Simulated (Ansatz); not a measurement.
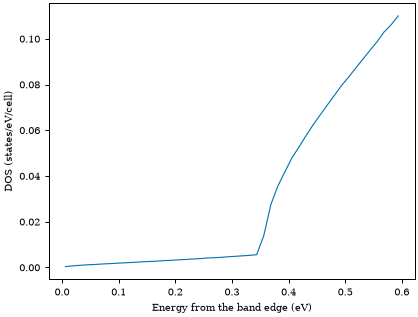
Fig. 1. Density of states of GaAs (F-43m) above the conduction band minimum, HSE06, rigid bands run with Ansatz (a first-principles code); cell volume 45.3 Å³.

### Question
What effective density of states at 300 K does this give (∫ g(E) exp(−E/k_BT) dE, both spins, divided by the cell's size)?

### Answer
4.3e17 cm⁻³, a density-of-states mass of 0.066 mₑ, valleys and band degeneracy included.

Spin-orbit coupling is left out. Geometry: cell and atoms relaxed with PBEsol.
